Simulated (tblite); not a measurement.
# C8H12GaN: the cost of one run

The runs use tblite 0.8.0 and PySCF 2.14.0, with density-fitted response routines of our own; the level of theory stands in each step. All values are computed, except where a source is named. Atoms are numbered from 0 throughout.

## (1) The starting structure

22 atoms, charge 0, multiplicity 1; geometry from: force field or distance geometry start.

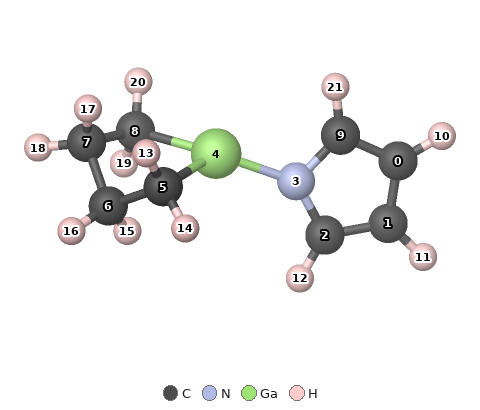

The starting geometry (carbon dark grey, nitrogen light blue, gallium green, hydrogen pink), atoms numbered.

## (2) Geometry optimisation with GFN2-xTB

The job: settings as JSON, then the geometry in Å.

```
{"job": {"kind": "relax", "xc": "GFN2-xTB", "basis": "xTB"}, "charge": 0, "multiplicity": 1}
C      3.812200     0.128800     0.267500
C      3.661800    -0.598700    -0.901200
C      2.300400    -0.727600    -1.111700
N      1.625000    -0.073800    -0.128600
Ga    -0.141700     0.264000     0.390400
C     -1.563300    -1.114100     0.844200
C     -2.527700    -0.652100    -0.236500
C     -2.862500     0.755500     0.239500
C     -1.622900     1.496500    -0.198800
C      2.538700     0.446900     0.739900
H      4.737900     0.409900     0.730300
H      4.451500    -1.012500    -1.509600
H      1.801000    -1.231100    -1.917100
H     -2.074600    -1.072400     1.845500
H     -1.204400    -2.130100     0.627600
H     -1.954300    -0.513100    -1.167600
H     -3.409800    -1.289200    -0.332100
H     -2.997800     0.726400     1.324500
H     -3.780000     1.120800    -0.300500
H     -1.694300     1.590700    -1.316400
H     -1.487000     2.472800     0.286200
H      2.381100     1.021800     1.631700
```

On the command line:

```console
> OMP_NUM_THREADS=1 python probes_run.py task.json out
```

The driver reads the jobs from task.json and runs them one after another.

**Question.** How long does this first job take on 1 thread of Arm Neoverse V2, shared host, and how much memory does it need?

About 1.4 s, with a peak of 0.18 GiB.
